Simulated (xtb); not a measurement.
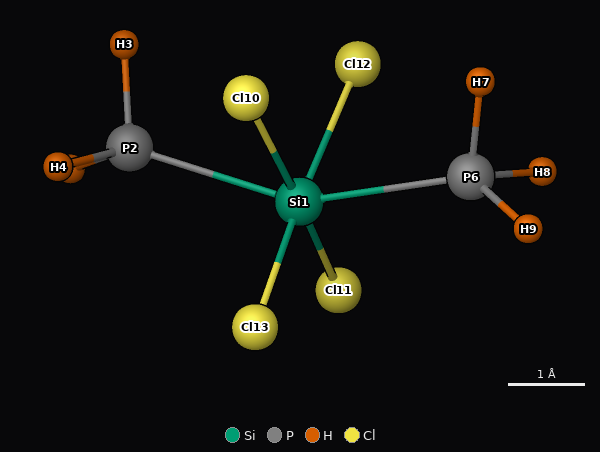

Fig. 1: The structure as given in the input (ball-and-stick view, seen at a tilt; atoms are numbered from 1 in the order of the input). Bond lengths as drawn: Cl–Si 2.10 to 2.24 Å, H–P 1.37 to 1.39 Å and P–Si 2.45 Å.

Run report: SiP₂H₆Cl₄, frequency calculation (part 1 of 2)

- system: SiP₂H₆Cl₄ (trans-Si(PH3)2Cl4)
- method: GFN2-xTB (xtb 6.7.1)

The geometry was optimised with GFN2-xTB.

### Output
```
* xtb version 6.7.1
   ID    Z sym.   atoms
    1   14 Si     1
    2   15 P      2, 6
    3    1 H      3-5, 7-9
    4   17 Cl     10-13

           -------------------------------------------------
          |                Calculation Setup                |
           -------------------------------------------------

          program call               : xtb mol.xyz --hess -I xcontrol
          coordinate file            : mol.xyz
          omp threads                :                     1

           -------------------------------------------------
          |                 G F N 2 - x T B                 |
           -------------------------------------------------

      * Hamiltonian:
        H0-scaling (s, p, d)           1.850000    2.230000    2.230000
        zeta-weighting                 0.500000
      * Dispersion:
        s8                             2.700000
        a1                             0.520000
        a2                             5.000000
        s9                             5.000000
      * Repulsion:
        kExp                           1.500000    1.000000
        rExp                           1.000000
      * Coulomb:
        alpha                          2.000000
        third order                    shell-resolved
        anisotropic                    true
        a3                             3.000000
        a5                             4.000000
        cn-shift                       1.200000
        cn-exp                         4.000000
        max-rad                        5.000000

          ...................................................
          :                      SETUP                      :
          :.................................................:
          :  # basis functions                  76          :
          :  # atomic orbitals                  69          :
          :  # shells                           27          :
          :  # electrons                        48          :
          :  max. iterations                   250          :
          :  Hamiltonian                  GFN2-xTB          :
          :  restarted?                      false          :
          :  GBSA solvation                  false          :
          :  PC potential                    false          :
          :  electronic temp.          300.0000000     K    :
          :  accuracy                    1.0000000          :
          :  -> integral cutoff          0.2500000E+02      :
          :  -> integral neglect         0.1000000E-07      :
          :  -> SCF convergence          0.1000000E-05 Eh   :
          :  -> wf. convergence          0.1000000E-03 e    :
          :  Broyden damping             0.4000000          :
          :  net charge                          0          :
          :  unpaired electrons                  0          :
          ...................................................

 iter      E             dE          RMSdq      gap      omega  full diag
   1    -27.8240919 -0.278241E+02  0.683E+00    5.01       0.0  T
   2    -27.9308848 -0.106793E+00  0.485E+00    4.19       1.0  T
   3    -28.1278649 -0.196980E+00  0.287E+00    4.56       1.0  T
   4    -28.1801694 -0.523045E-01  0.105E+00    4.29       1.0  T
   5    -28.1771421  0.302722E-02  0.822E-01    4.38       1.0  T
   6    -28.1811783 -0.403618E-02  0.329E-01    4.33       1.0  T
   7    -28.1811062  0.721169E-04  0.161E-01    4.33       1.0  T
   8    -28.1812648 -0.158554E-03  0.513E-02    4.33       1.0  T
   9    -28.1812870 -0.222895E-04  0.122E-02    4.32       2.3  T
  10    -28.1812876 -0.538558E-06  0.761E-03    4.32       3.6  T
  11    -28.1812877 -0.152495E-06  0.391E-03    4.32       7.1  T
  12    -28.1812879 -0.152421E-06  0.147E-03    4.32      18.9  T
  13    -28.1812879 -0.109709E-07  0.798E-04    4.32      34.7  T
  14    -28.1812879 -0.435582E-08  0.422E-04    4.32      65.7  T

   *** convergence criteria satisfied after 14 iterations ***

         #    Occupation            Energy/Eh            Energy/eV
      -------------------------------------------------------------
         1        2.0000           -1.0706542             -29.1340
       ...           ...                  ...                  ...
        18        2.0000           -0.4361971             -11.8695
        19        2.0000           -0.4281507             -11.6506
        20        2.0000           -0.4262468             -11.5988
        21        2.0000           -0.4217767             -11.4771
        22        2.0000           -0.4217137             -11.4754
        23        2.0000           -0.4165540             -11.3350
        24        2.0000           -0.4125514             -11.2261 (HOMO)
        25                         -0.2536892              -6.9032 (LUMO)
        26                         -0.2372692              -6.4564
        27                         -0.2317426              -6.3060
        28                         -0.2306562              -6.2765
        29                         -0.1881612              -5.1201
       ...                                ...                  ...
        69                          1.3838425              37.6563
      -------------------------------------------------------------
                  HL-Gap            0.1588622 Eh            4.3229 eV
             Fermi-level           -0.3331203 Eh           -9.0647 eV

 SCC (total)                   0 d,  0 h,  0 min,  0.022 sec
 SCC setup                      ...        0 min,  0.000 sec (  0.432%)
 Dispersion                     ...        0 min,  0.000 sec (  0.222%)
 classical contributions        ...        0 min,  0.000 sec (  0.089%)
 integral evaluation            ...        0 min,  0.003 sec ( 15.616%)
 iterations                     ...        0 min,  0.011 sec ( 52.955%)
 molecular gradient             ...        0 min,  0.006 sec ( 29.901%)
 printout                       ...        0 min,  0.000 sec (  0.733%)

         :::::::::::::::::::::::::::::::::::::::::::::::::::::
         ::                     SUMMARY                     ::
         :::::::::::::::::::::::::::::::::::::::::::::::::::::
         :: total energy             -28.107300297253 Eh    ::
         :: gradient norm              0.000027380267 Eh/a0 ::
         :: HOMO-LUMO gap              4.322861115251 eV    ::
         ::.................................................::
         :: SCC energy               -28.181214296054 Eh    ::
         :: -> isotropic ES            0.065303421349 Eh    ::
         :: -> anisotropic ES          0.000958715320 Eh    ::
         :: -> anisotropic XC          0.001644228521 Eh    ::
         :: -> dispersion             -0.018669877990 Eh    ::
         :: repulsion energy           0.073913998801 Eh    ::
         :: add. restraining           0.000000000000 Eh    ::
         :: total charge               0.000000000000 e     ::
         :::::::::::::::::::::::::::::::::::::::::::::::::::::

           -------------------------------------------------
          |                Numerical Hessian                |
           -------------------------------------------------
step length          :   0.00500
SCC accuracy         :   0.30000
Hessian scale factor :   1.00000
frozen atoms in %    :   0.00000    0
RMS gradient         :   0.00003
estimated CPU  time      0.02 min

writing file <hessian>.

 projected vibrational frequencies (cm⁻¹)
eigval :       -0.00    -0.00    -0.00    -0.00     0.00     0.00
eigval :       48.83    59.17    63.89    92.65   103.69   121.88
eigval :      122.37   179.30   180.05   192.29   201.18   222.07
eigval :      222.99   247.62   289.98   333.05   338.20   364.73
eigval :      371.59   398.43   405.60   993.57   995.81  1067.81
eigval :     1068.32  1080.50  1081.14  2281.53  2281.68  2430.68
eigval :     2432.45  2464.66  2466.41
           -------------------------------------------------
          |                Property Printout                |
           -------------------------------------------------

    * Orbital Energies and Occupations

         #    Occupation            Energy/Eh            Energy/eV
      -------------------------------------------------------------
         1        2.0000           -1.0706546             -29.1340
       ...           ...                  ...                  ...
        12        2.0000           -0.4903070             -13.3419
        13        2.0000           -0.4807240             -13.0812
        14        2.0000           -0.4804622             -13.0740
        15        2.0000           -0.4480780             -12.1928
        16        2.0000           -0.4388214             -11.9409
        17        2.0000           -0.4387042             -11.9378
        18        2.0000           -0.4361977             -11.8695
        19        2.0000           -0.4281512             -11.6506
        20        2.0000           -0.4262473             -11.5988
        21        2.0000           -0.4217771             -11.4771
        22        2.0000           -0.4217139             -11.4754
        23        2.0000           -0.4165546             -11.3350
        24        2.0000           -0.4125516             -11.2261 (HOMO)
        25                         -0.2536901              -6.9033 (LUMO)
        26                         -0.2372708              -6.4565
        27                         -0.2317430              -6.3060
        28                         -0.2306566              -6.2765
        29                         -0.1881624              -5.1202
        30                         -0.1844816              -5.0200
        31                         -0.1066355              -2.9017
        32                         -0.1054000              -2.8681
        33                         -0.0772337              -2.1016
        34                         -0.0761698              -2.0727
        35                         -0.0557368              -1.5167
       ...                                ...                  ...
        69                          1.3838420              37.6563
      -------------------------------------------------------------
                  HL-Gap            0.1588615 Eh            4.3228 eV
             Fermi-level           -0.3331209 Eh           -9.0647 eV

     #   Z          covCN         q      C6AA      α(0)
     1  14 Si       4.910     0.645    93.217    18.461
     2  15 P        4.205     0.011   159.736    22.703
     3   1 H        0.978     0.092     1.851     2.126
     4   1 H        0.978     0.084     1.930     2.171
     5   1 H        0.977     0.074     2.038     2.231
     6  15 P        4.204     0.011   159.735    22.703
     7   1 H        0.978     0.092     1.851     2.126
     8   1 H        0.978     0.084     1.930     2.171
     9   1 H        0.977     0.074     2.038     2.231
    10  17 Cl       1.249    -0.320   109.473    16.007
    11  17 Cl       0.891    -0.264   107.520    15.863
    12  17 Cl       1.248    -0.320   109.464    16.007
    13  17 Cl       0.891    -0.264   107.522    15.863

 Mol. C6AA /au·bohr⁶  :       7161.969363
 Mol. C8AA /au·bohr⁸  :     319941.091514
 Mol. α(0) /au        :        140.664108

Wiberg/Mayer (AO) data.
largest (>0.10) Wiberg bond orders for each atom
```
